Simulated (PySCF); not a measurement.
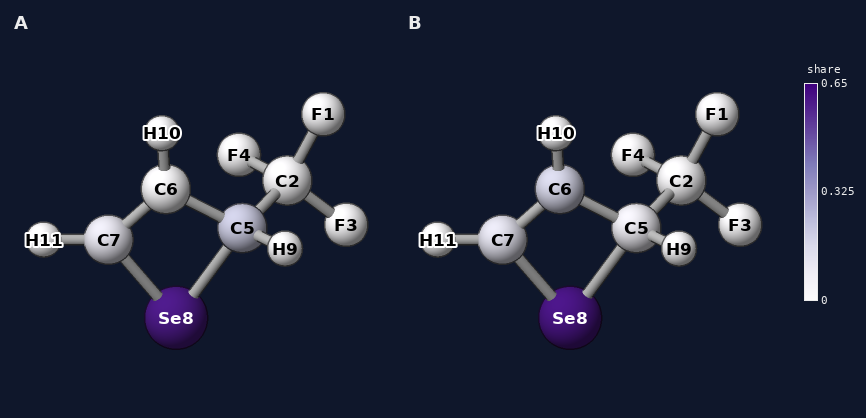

Each panel colours the atoms by their Löwdin share in one orbital (up to four of the largest shares; other atoms are shown as zero). The geometry was computed by an optimisation with GFN2-xTB. No frequency run is at hand to confirm it as a minimum. Computed with B3LYP/def2-SVPD (PySCF 2.14.0).

Question: The panels show the HOMO, LUMO, in some order. Which is which?

Answer: A: LUMO, −1.61 eV; Se8 0.59, C5 0.19, C7 0.10
B: HOMO, −6.39 eV; Se8 0.60, C6 0.17, C7 0.12, C5 0.07

The geometry is semi-empirical. Around Se such bond lengths and angles can be off by a tenth of an ångström or more and by several degrees, and values that hang on the shape move with them.
